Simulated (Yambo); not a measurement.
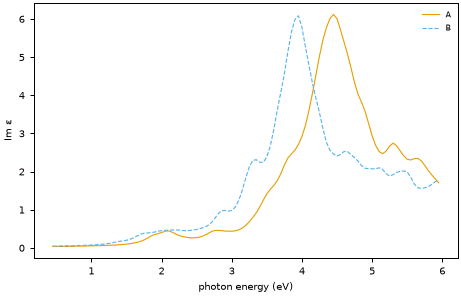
Two computed absorption spectra of Rb$_{2}$PtC$_{2}$ (space group P-3m1, No. 164) (Yambo, PBEsol bands with the same scissor, field along x)

Axes are Cartesian, with cell vectors (Å) (5.41, 0.00, 0.00), (-2.70, 4.68, 0.00), (0.00, 0.00, 5.20).

Question: Which curve includes the electron-hole attraction (BSE), and where are its main peaks?

Answer: Curve B: the attraction moves weight to lower energy (centre of the plotted range 4.1 eV against 4.5 eV). Its peaks lie at 4.0 eV. Settings: 6×6×4 mesh, 7 valence and 6 conduction bands, static screening with 70 bands and a 3 Ry block, scissor 0.84 eV, Tamm-Dancoff. The scissor comes from a G0W0 run whose convergence isn't established. Broadening 0.15 eV. The band window holds all transitions up to 6.0 eV. Fine structure above the onset can come from the mesh.

Spin-orbit coupling is not included.

Geometry of the Materials Project entry, not relaxed at this level; primitive cell a = 5.406 Å, b = 5.406 Å, c = 5.201 Å, α = 90.00°, β = 90.00°, γ = 120.00°.
